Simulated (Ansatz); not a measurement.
C$_{3}$H$_{7}$AlCl$_{2}$ (SMILES CC[CH2][Al]([Cl])[Cl])

The calculation's input:

```
crystal:
  periodic: [false, false, false]
  atoms:
    - {symbol: C, position_ang: [-0.019727, -0.529691, -0.221319]}
    - {symbol: C, position_ang: [0.206144, -0.561639, 1.282679]}
    - {symbol: C, position_ang: [-0.225155, 0.735113, 1.972696]}
    - {symbol: Al, position_ang: [-2.090683, 1.184625, 1.659717]}
    - {symbol: Cl, position_ang: [-2.771076, 3.158335, 1.422959]}
    - {symbol: Cl, position_ang: [-3.556316, -0.321078, 1.560176]}
    - {symbol: H, position_ang: [0.318436, -1.455695, -0.710540]}
    - {symbol: H, position_ang: [-1.094469, -0.420821, -0.459925]}
    - {symbol: H, position_ang: [0.514934, 0.311580, -0.691789]}
    - {symbol: H, position_ang: [-0.345983, -1.414064, 1.713782]}
    - {symbol: H, position_ang: [1.272625, -0.758981, 1.489542]}
    - {symbol: H, position_ang: [-0.070110, 0.673075, 3.065562]}
    - {symbol: H, position_ang: [0.392442, 1.586484, 1.634249]}
basis:
  gaussian:
    orbitals: def2-SVPD
hamiltonian:
  xc: pbe0
output: {forces: true, orbitals: {seedname: orbitals}}
```

Launched as:

```sh
ansatz run input.yaml --threads 2 --pin off --max-ram 6090MiB --events-out events.jsonl --progress --plain --runs-dir runs
```

Geometry: PBE0-D4/def2-SVP.

These are results of isolated molecule in a Gaussian basis; Kohn-Sham density functional theory, functional PBE0 in Ansatz 0.2.0, not measurements.

Predict the electron density and electron localisation function between the atoms.

C–Al (1.94 Å): ρ is about 0.74 e/Å³ halfway; the ELF peaks at about 0.95 between the atoms: a shared but strongly polarised pair.
Al–Cl (2.10 Å): ρ is about 0.7 e/Å³ halfway; the ELF peaks at about 0.90 in the valence shell of Cl, 0.9 Å from its nucleus, and is about 0.80 at the midpoint.

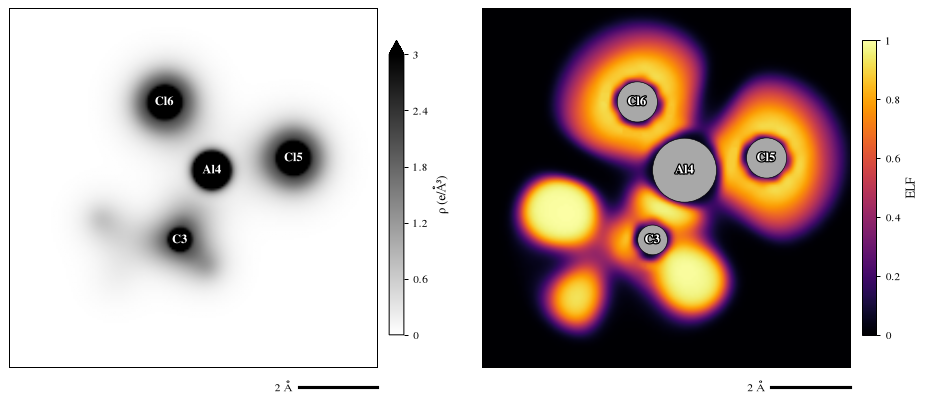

Computed electron density and electron localisation function on the plane of atoms Cl5, Al4 and Cl6, in this order. Grey discs cover the atomic cores in the ELF map. 
